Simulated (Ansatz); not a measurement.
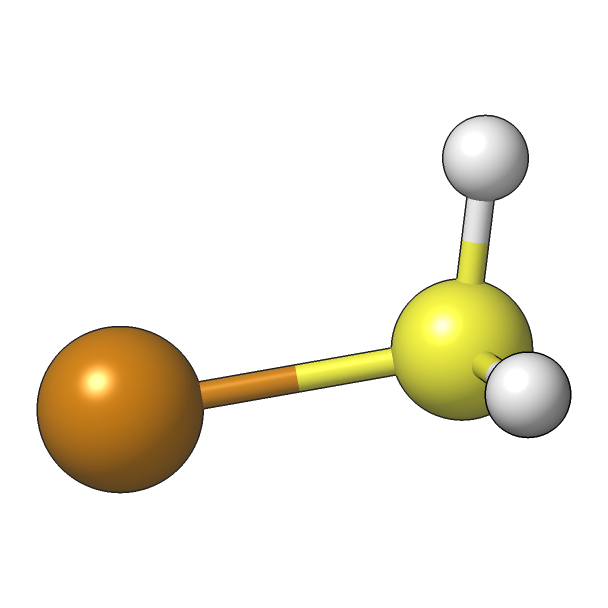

Every bond is drawn as one stick, whatever its order. Colours: sulfur yellow, tellurium orange, hydrogen white.

**Give the formula.**

H2STe, 4 atoms: 2 hydrogen, 1 sulfur and 1 tellurium.

**How many bonds of each kind are drawn?**

2 S–H, 1 S–Te. Sticks follow a distance rule.

The parts below concern this one geometry. Atoms keep their numbers from picture to picture. The geometry was computed by an optimisation with PBE0-D4/def2-TZVP. No frequency run is at hand to confirm it as a minimum.

**Geometry**

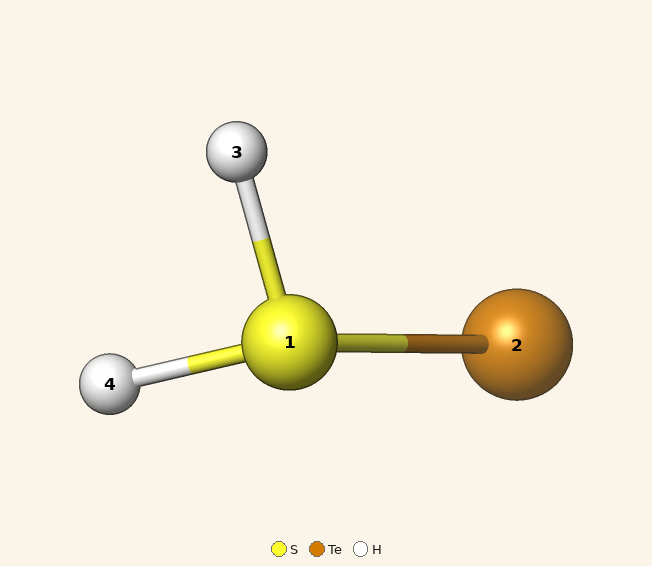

No frequency run is at hand to confirm it as a minimum.

**What is the geometry at S1?**

S1 has 3 neighbours (Te2 at 2.40, H3 at 1.36, H4 at 1.36 Å); the arrangement is trigonal pyramidal.

**Electronic properties**

No frequency run is at hand to confirm it as a minimum. Level of theory: RKS PBE0-D4/def2-TZVPP, core potentials on Te (Ansatz 0.2.0).

Computed properties:

- HOMO energy (Kohn–Sham orbital): −5.65 eV
- LUMO energy (Kohn–Sham orbital): −1.85 eV
- HOMO–LUMO gap: 3.80 eV

**Dipole moment**

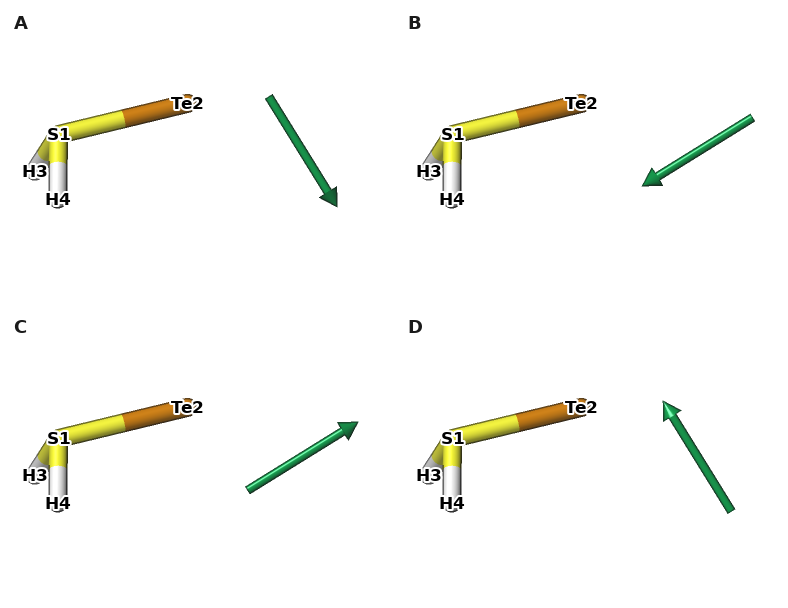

The same molecule four times, each with an arrow. No frequency run is at hand to confirm it as a minimum. Level of theory: RKS PBE0-D4/def2-TZVP, core potentials on Te (Ansatz 0.2.0).

**Which arrow points along the dipole moment, from the negative to the positive end?**

B. The dipole moment is 4.08 D; it points from the side of Te2 to the side of H3, H4 (the outermost atoms at the two ends).

**Charges**

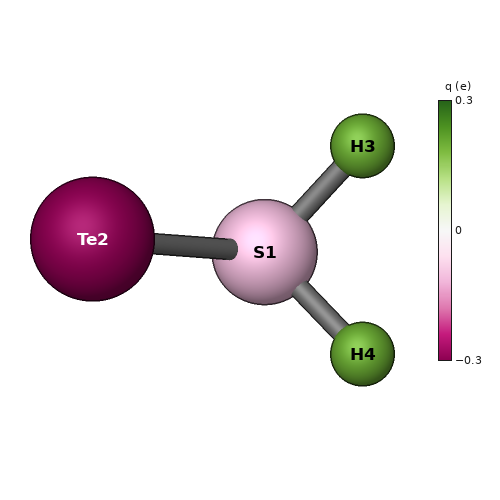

Atoms are coloured by their Mulliken charges. No frequency run is at hand to confirm it as a minimum. Method: RKS PBE0-D4/def2-TZVP, core potentials on Te (Ansatz 0.2.0).

List the Mulliken charges.

```json
{"atom": "S1", "value (e)": "−0.11"}
{"atom": "Te2", "value (e)": "−0.30"}
{"atom": "H3", "value (e)": "0.20"}
{"atom": "H4", "value (e)": "0.20"}
```

Mulliken values depend strongly on the basis set and can even reverse the polarity of a bond.
